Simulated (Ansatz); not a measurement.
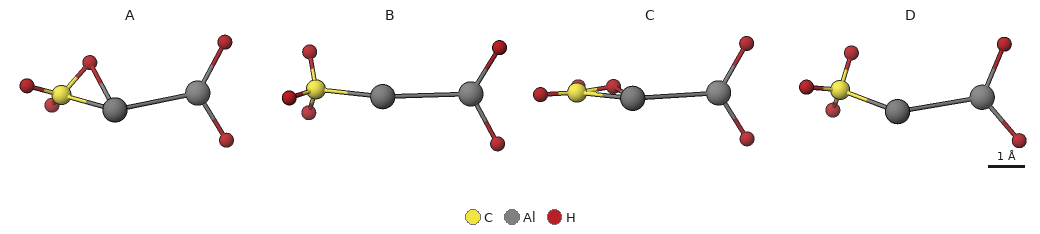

4 geometries from one relaxation of CH5Al2 (multiplicity 2), in shuffled order. Style: ball-and-stick. Shown face on.

It is one of the separated reactants of a reaction.

Theory: UKS PBE-D4/def2-SVP in Ansatz 0.2.0. Settings: force threshold 0.03 eV/Å; at most 250 steps.

Question: Order the frames from highest to lowest energy.

Answer: C, A, D, B. They are steps 0, 4, 7, 13, at +82.6 kcal/mol, +17.5 kcal/mol, +2.53 kcal/mol relative to the last. The atom that moves furthest after the best rigid fit is an H atom (1.57 Å). By element the largest moves are H 1.57 Å, Al 0.70 Å, C 0.14 Å. Some distances before and after: Al–H 1.514 → 2.571 Å, Al–Al 2.591 → 2.508 Å, C–H 1.060 → 1.113 Å, Al–C 1.934 → 1.974 Å. Bonds break, among them: Al–H (1.51 → 2.57 Å). Among the angles between lasting bonds that change: H–C–H 171.2° → 108.1°, Al–C–H 51.1° → 109.6°, H–C–H 74.0° → 106.9°. The energy falls by 82.6 kcal/mol in 13 geometry steps. Largest force component: 2.8 eV/Å at the start, 0.019 eV/Å at the end.
